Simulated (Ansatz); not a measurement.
**Si3GeH10: basis-set convergence**

Aim: see how fast density functionals converge with the basis set for Si3GeH10.

The runs use Ansatz 0.2.0, Gaussian basis; one geometry, several basis sets.

The runs, in order: PBE0-D4/def2-SVP; ωB97M-V/def2-SVP; PBE0-D4/def2-QZVPP; ωB97M-V/def2-QZVPP; the functionals' def2-TZVPP values are taken from earlier runs.

### 1 The geometry

All runs share one geometry, relaxed beforehand with PBE0-D4 in a triple-zeta def2 set.

SMILES `[SiH3][GeH]([SiH3])[SiH3]`, 14 atoms, charge 0, spin multiplicity 1.

Atoms are counted from 1 here; the program's logs count them from 0.

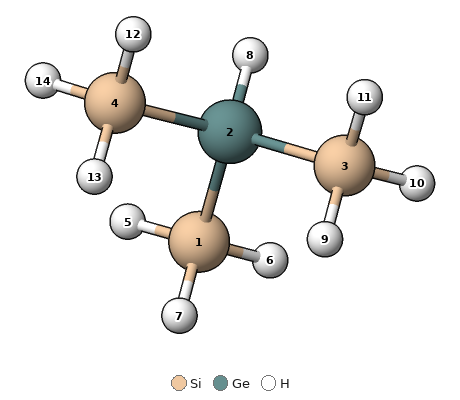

The geometry (silicon light orange, germanium teal, hydrogen white); atoms are numbered from 1 in the order of the file.

### 2 PBE0-D4 in def2-SVP

The input, in.yaml:

```yaml
crystal:
  periodic: [false, false, false]
  atoms:
    - {symbol: Si, position_ang: [-1.530635, 1.529293, -0.618434]}
    - {symbol: Ge, position_ang: [-0.371656, -0.212089, 0.513890]}
    - {symbol: Si, position_ang: [1.703817, 0.600410, 1.344520]}
    - {symbol: Si, position_ang: [0.003777, -2.034211, -0.968218]}
    - {symbol: H, position_ang: [-2.833025, 1.038757, -1.142381]}
    - {symbol: H, position_ang: [-1.780654, 2.673909, 0.297385]}
    - {symbol: H, position_ang: [-0.704317, 2.003195, -1.760597]}
    - {symbol: H, position_ang: [-1.230811, -0.698355, 1.699682]}
    - {symbol: H, position_ang: [2.535166, 1.070843, 0.204575]}
    - {symbol: H, position_ang: [1.486112, 1.737478, 2.277810]}
    - {symbol: H, position_ang: [2.439855, -0.475470, 2.060107]}
    - {symbol: H, position_ang: [0.733869, -3.129915, -0.276981]}
    - {symbol: H, position_ang: [0.821726, -1.567564, -2.119370]}
    - {symbol: H, position_ang: [-1.286223, -2.565382, -1.483089]}
basis:
  gaussian: {orbitals: def2-SVP}
hamiltonian: {xc: pbe0, dispersion: d4}
output: {orbitals: {seedname: orbitals}}
```

On the command line:

```bash
$ ansatz run in.yaml --threads 4 --pin off --events-out ev --progress --plain --max-ram 11315MiB
```

Standard output:

```text
Functional definition: PBE0
  name "PBE0"
  cite "Adamo & Barone, J. Chem. Phys. 110, 6158 (1999) doi:10.1063/1.478522"
  cite "Perdew, Burke & Ernzerhof, Phys. Rev. Lett. 77, 3865 (1996) doi:10.1103/PhysRevLett.77.3865"
  parent pbe
  parameter a = 0.25
  parameter kappa = 0.804
  parameter beta = 0.06672455060314922
  exchange = (1 - a)*pbe_x(kappa = kappa, mu = beta*pi^2/3) + a*exact_x
  correlation = pbe_c(beta = beta)
1327 factors; integrals over basis functions are off by at most 1.4e-3 eV
mean field evaluation 1: about -80281.6741 eV, gradient 1.5e1 eV
mean field evaluation 2: about -80281.9990 eV, gradient 1.2e1 eV
mean field evaluation 4: about -80282.1870 eV, gradient 2.9e-1 eV
mean field evaluation 8: about -80282.2221 eV, gradient 2.2e-2 eV
mean field -80282.22207869 eV, -2950.3172441474 hartree, gradient 2.2e-5 eV, S^2 0.000000; 0 other end points of the search recorded, 0 dependent functions left out
reference -80282.22211379 eV, -2950.3172454371 hartree; 42, 42 occupied and 94, 94 virtual orbitals, 1327 factors
Total energy: -80282.53968682 eV, -2950.3289160308 hartree
```

Wall time 2.4 s (4 threads of Arm Neoverse V1, shared host); peak memory 0.34 GiB.

### 3 ωB97M-V in def2-SVP

Changes to in.yaml since step 2:

```diff
@@ -19,3 +19,3 @@
   gaussian: {orbitals: def2-SVP}
-hamiltonian: {xc: pbe0, dispersion: d4}
+hamiltonian: {xc: {name: wB97M-V}}
 output: {orbitals: {seedname: orbitals}}
```

Same command.

Standard output, cut to the lines that bear on the results:

```text
Functional definition: wB97M-V
  name "wB97M-V"
  cite "Mardirossian & Head-Gordon, J. Chem. Phys. 144, 214110 (2016) doi:10.1063/1.4952647"
  cite "Becke, J. Chem. Phys. 107, 8554 (1997) doi:10.1063/1.475007"
  cite "Vydrov & Van Voorhis, J. Chem. Phys. 133, 244103 (2010) doi:10.1063/1.3521275"
  # Of w^i u^j: cxij and so on, Table III.
[...]
  gx(w, u) = 1 - cx + cx01*u + cx10*w
  gss(w, u) = css00 + css04*u^4 + css10*w + css20*w^2 + css43*w^4*u^3
  gos(w, u) = cos00 + cos10*w + (cos20 + cos21*u)*w^2 + (cos60 + cos61*u)*w^6
[...]
      + integral(e_c_pw_mod_opposite_spin*gos(b97_w_opposite, b97_u_opposite)) + vv10(b, c)
1327 factors; integrals over basis functions are off by at most 1.4e-3 eV
492 factors; integrals over basis functions are off by at most 5.9e-6 eV
[...]
mean field -80293.51765509 eV, -2950.7323489234 hartree, gradient 2.4e-5 eV, S^2 0.000000; 0 other end points of the search recorded, 0 dependent functions left out
reference -80293.51771221 eV, -2950.7323510226 hartree; 42, 42 occupied and 94, 94 virtual orbitals, 1327 factors
Total energy: -80293.51771221 eV, -2950.7323510226 hartree
```

It took 10 s on 4 threads of Arm Neoverse V1, shared host; peak memory 0.54 GiB.

### 4 PBE0-D4 in def2-QZVPP

Changes to in.yaml since step 3:

```diff
@@ -18,4 +18,4 @@
 basis:
-  gaussian: {orbitals: def2-SVP}
-hamiltonian: {xc: {name: wB97M-V}}
+  gaussian: {orbitals: "def2-QZVPP.json"}
+hamiltonian: {xc: pbe0, dispersion: d4}
 output: {orbitals: {seedname: orbitals}}
```

Launched as before.

Standard output:

```text
Functional definition: PBE0
  name "PBE0"
  cite "Adamo & Barone, J. Chem. Phys. 110, 6158 (1999) doi:10.1063/1.478522"
  cite "Perdew, Burke & Ernzerhof, Phys. Rev. Lett. 77, 3865 (1996) doi:10.1103/PhysRevLett.77.3865"
  parent pbe
  parameter a = 0.25
  parameter kappa = 0.804
  parameter beta = 0.06672455060314922
  exchange = (1 - a)*pbe_x(kappa = kappa, mu = beta*pi^2/3) + a*exact_x
  correlation = pbe_c(beta = beta)
2327 factors; their error is unknown
mean field evaluation 1: about -80298.5922 eV, gradient 2.1e1 eV
mean field evaluation 2: about -80299.2561 eV, gradient 1.7e1 eV
mean field evaluation 4: about -80299.5372 eV, gradient 1.0e0 eV
mean field evaluation 8: about -80299.6871 eV, gradient 4.0e-1 eV
mean field -80299.68711791 eV, -2950.9590725004 hartree, gradient 5.3e-5 eV, S^2 0.000000; 0 other end points of the search recorded, 0 dependent functions left out
reference -80299.68717714 eV, -2950.9590746772 hartree; 42, 42 occupied and 557, 557 virtual orbitals, 2327 factors
Total energy: -80300.00475018 eV, -2950.9707452709 hartree
```

Run time: 25 s. Hardware: 4 threads of Arm Neoverse V1, shared host; peak memory 3.1 GiB.

### 5 ωB97M-V in def2-QZVPP

Changes to in.yaml since step 4:

```diff
@@ -19,3 +19,3 @@
   gaussian: {orbitals: "def2-QZVPP.json"}
-hamiltonian: {xc: pbe0, dispersion: d4}
+hamiltonian: {xc: {name: wB97M-V}}
 output: {orbitals: {seedname: orbitals}}
```

The command is unchanged.

Standard output, cut to the lines that bear on the results:

```text
Functional definition: wB97M-V
  name "wB97M-V"
  cite "Mardirossian & Head-Gordon, J. Chem. Phys. 144, 214110 (2016) doi:10.1063/1.4952647"
  cite "Becke, J. Chem. Phys. 107, 8554 (1997) doi:10.1063/1.475007"
  cite "Vydrov & Van Voorhis, J. Chem. Phys. 133, 244103 (2010) doi:10.1063/1.3521275"
  # Of w^i u^j: cxij and so on, Table III.
[...]
  gx(w, u) = 1 - cx + cx01*u + cx10*w
  gss(w, u) = css00 + css04*u^4 + css10*w + css20*w^2 + css43*w^4*u^3
  gos(w, u) = cos00 + cos10*w + (cos20 + cos21*u)*w^2 + (cos60 + cos61*u)*w^6
[...]
      + integral(e_c_pw_mod_opposite_spin*gos(b97_w_opposite, b97_u_opposite)) + vv10(b, c)
2255 factors; their error is unknown
540 factors; integrals over basis functions are off by at most 8.6e-6 eV
[...]
mean field -80311.01651372 eV, -2951.3754201170 hartree, gradient 6.1e-5 eV, S^2 0.000000; 0 other end points of the search recorded, 0 dependent functions left out
reference -80311.01660793 eV, -2951.3754235791 hartree; 42, 42 occupied and 557, 557 virtual orbitals, 2255 factors
Total energy: -80311.01660793 eV, -2951.3754235791 hartree
```

It took 53 s on 4 threads of Arm Neoverse V1, shared host; peak memory 3.7 GiB.

### 6 Functionals by basis

The def2-TZVPP values come from earlier runs at the same geometry.

```
functional       basis  functions  energy (eV)  from the largest (eV)  HOMO (eV)  LUMO (eV)
   PBE0-D4    def2-SVP        136  -80282.5397                 17.465      -7.95       0.07
   PBE0-D4  def2-TZVPP        314  -80297.9910                  2.014      -7.91      -0.17
   PBE0-D4  def2-QZVPP        599  -80300.0048                  0.000      -7.90      -0.28
   ωB97M-V    def2-SVP        136  -80293.5177                 17.499      -9.87       1.90
   ωB97M-V  def2-TZVPP        314  -80309.0881                  1.928      -9.86       1.43
   ωB97M-V  def2-QZVPP        599  -80311.0166                  0.000      -9.86       1.10
```

### 7 What came out

| quantity | value |
| --- | --- |
| PBE0-D4: double and triple zeta above quadruple | 17.47, 2.01 eV |
| ωB97M-V: double and triple zeta above quadruple | 17.50, 1.93 eV |

For PBE0-D4 the step from double to triple zeta gains 15.45 eV and the next only 2.01 eV. Total energies overstate the basis error of differences, where much of it tends to cancel. The LUMO of ωB97M-V is positive and keeps falling with the basis (1.90 to 1.10 eV): an unbound level that the basis holds in place.

For PBE0-D4 the largest set took about 10 times as long as the smallest (25 s against 2.4 s).
